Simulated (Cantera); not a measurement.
A closed system holds: 1 mol Ti, a varied amount of O₂, 6.6 mol H₂, equilibrated at 1948 K and 0.133 bar.

Equilibrium computed with Cantera from the NASA thermochemical tables; the gas is ideal and each condensed phase is pure. Candidate condensed phases: H₂O, Ti, TiO, TiO₂, Ti₂O₃, Ti₃O₅, Ti₄O₇; 12 gas species. Mutual solubility and eutectic melting of coexisting phases are not modelled. Condensed phases not in the tables: Magnéli phases beyond Ti₄O₇. Gases not in the tables: TiO(OH)₂. Kinetics and transport are ignored.

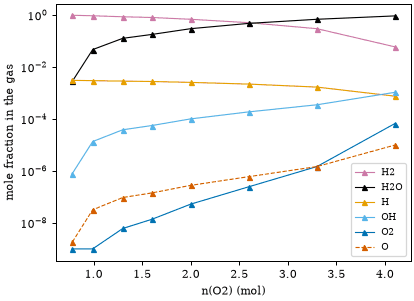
Equilibrium gas composition (values under 1e-9 drawn at 1e-9)

Q: Read off the mole fractions at 4.1 mol O₂.

A: H₂O about 0.94, H₂ about 0.061, OH about 0.0011, H about 0.00076, O₂ about 6.6e-5, O about 9.9e-6.
